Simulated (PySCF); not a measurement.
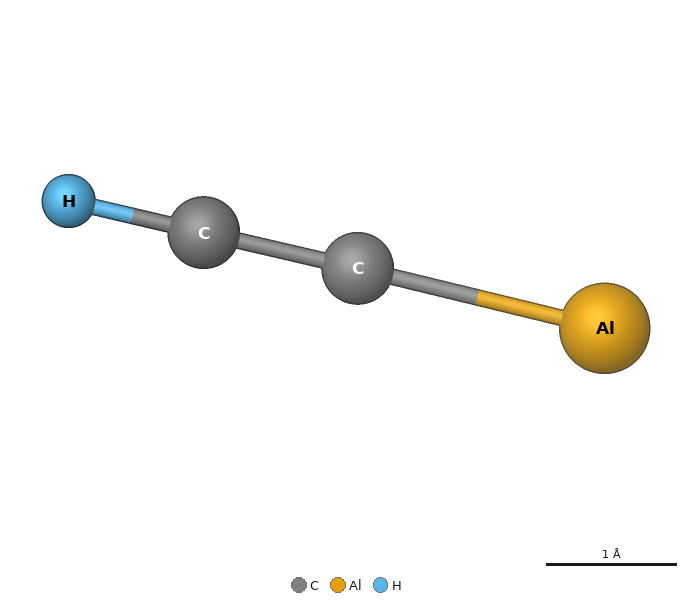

Atoms fade into the background with distance from the viewer. The computed structure is the end point of a PBE0-D3(BJ)/def2-SVP optimisation. No frequency run is at hand to confirm it as a minimum. Masses are those of the most abundant isotopes; constants are for the rigid equilibrium geometry.

**What kind of rotor is it, and what are its rotational constants in GHz?**

A linear rotor (C∞v) with B = 4.89 GHz.
